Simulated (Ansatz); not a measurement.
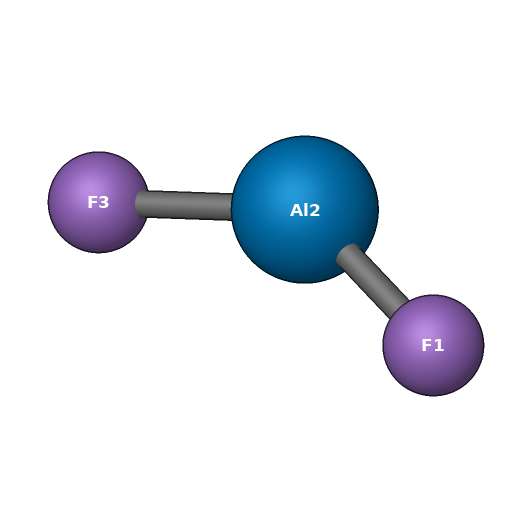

The questions are on Mulliken charges. Charge 0, doublet. Geometry: atoms displaced at random (about 0.05 Å) from a stationary point of GFN2-xTB. Method: UKS B3LYP-D4/def2-TZVPP (Ansatz 0.2.0).

Give the Mulliken charges atom by atom.

```tsv
atom	value (e)
F1	−0.30
Al2	0.64
F3	−0.34
```

Mulliken values depend strongly on the basis set and can even reverse the polarity of a bond.
